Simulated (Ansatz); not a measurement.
Input

```
crystal:
  periodic: [false, false, false]
  atoms:
    - {symbol: Br, position_ang: [-0.101725, 1.099840, -0.051219]}
    - {symbol: Na, position_ang: [2.273676, -0.107125, 0.360105]}
    - {symbol: Si, position_ang: [-0.208324, -1.058816, 1.188420]}
    - {symbol: H, position_ang: [0.770664, -1.701380, 0.140556]}
    - {symbol: H, position_ang: [-1.389810, -1.590100, 0.408518]}
basis:
  gaussian:
    orbitals: def2-TZVPD
hamiltonian:
  xc: {name: PBE0}
output: {forces: true, orbitals: {seedname: orbitals}}
```

Command:

```sh
ansatz run input.yaml --threads 2 --pin off --max-ram 4350MiB --events-out events.jsonl --progress --plain --runs-dir runs
```

Geometry: r2SCAN-D4/def2-TZVP.

All numbers below come from Ansatz 0.2.0, isolated molecule in a Gaussian basis; Kohn-Sham density functional theory, functional PBE0.

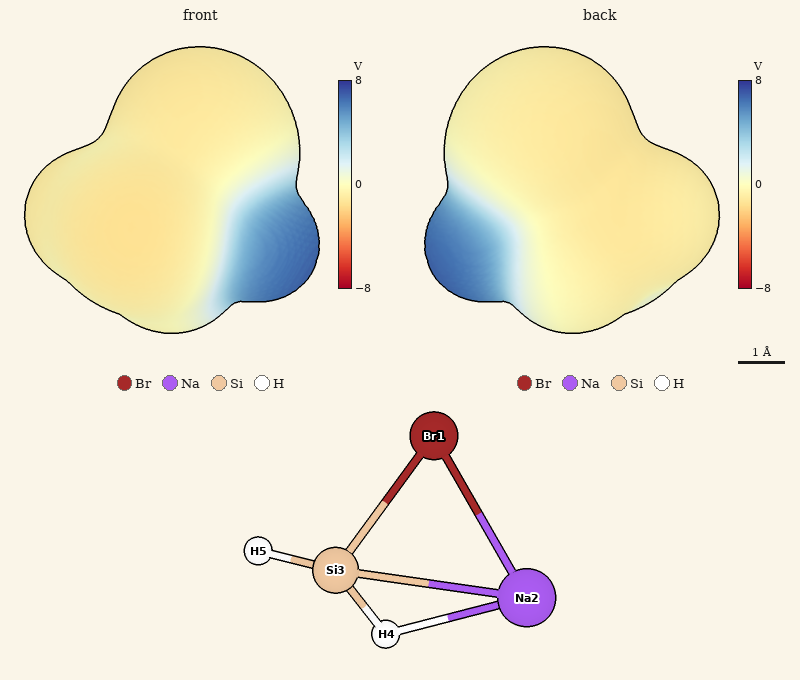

BrH₂NaSi. The electrostatic potential painted on the density surface at 0.002 e/bohr³, seen from the front and from behind; the colour scale runs from red (negative) to blue (positive). The bare structure is drawn below in the same view.

Q: Describe the electrostatic potential map.

A: The most negative region (about −1.5 V, or −35 kcal/mol for a unit charge) lies over H5, the most positive (about +6.8 V, or +157 kcal/mol for a unit charge) over Na2.
